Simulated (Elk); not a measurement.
Band structure of Zr (P6_3/mmc, 2 atoms in the cell).

```
CELL_PARAMETERS angstrom
      3.20911     0.00000     0.00000
     -1.60455     2.77917     0.00000
      0.00000     0.00000     5.12412
ATOMIC_POSITIONS crystal
  Zr 0.33333 0.66667 0.25000
  Zr 0.66667 0.33333 0.75000
```

Computed with PBE, all-electron FP-LAPW, Elk's shipped species files, APW+lo basis with extra local orbitals in Elk.

Settings: xctype = 20; rgkmax = 7.5; stype = 0; swidth = 0.00499791 Ha; ngridk = 16 16 9; gmaxvr = 18 1/bohr; lmaxapw = 10; lmaxo = 8; nxlo = 2; lorbcnd = true; lradstp = 2; nrmtscf = 2; lmaxi = 4; maxscl = 100.

The starting cell comes from a database of computed structures (which also holds hypothetical and non-ambient phases and stackings), without a prior relaxation at this level. Its lattice was rescaled by a random factor within 2.5 % of one. Values depend on the basis (sphere radii, cutoffs, local orbitals), which need not be converged.

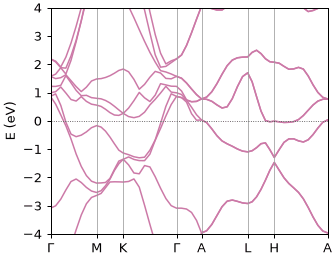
*Bands along the path, energies from the Fermi level.*

Levels in eV from the Fermi level, bands 9 to 16:
```
point      9     10     11     12     13     14    15    16
-----  -----  -----  -----  -----  -----  -----  ----  ----
Γ      -5.69  -3.09   0.87   0.87   0.99   1.22  1.57  1.57
M      -2.64  -2.53  -2.20  -0.17   0.56   0.80  1.48  5.03
K      -2.16  -1.36  -1.36  -1.14   0.26   0.26  1.83  4.40
A      -3.96  -3.96   0.03   0.03   0.78   0.78  0.78  0.78
L      -2.92  -2.92  -1.09  -1.09   1.70   1.70  2.26  2.26
H      -1.47  -1.47  -1.30  -1.30  -0.01  -0.01  2.07  2.07
```

Bands cross the Fermi level along this path, so the cell is metallic at this level.
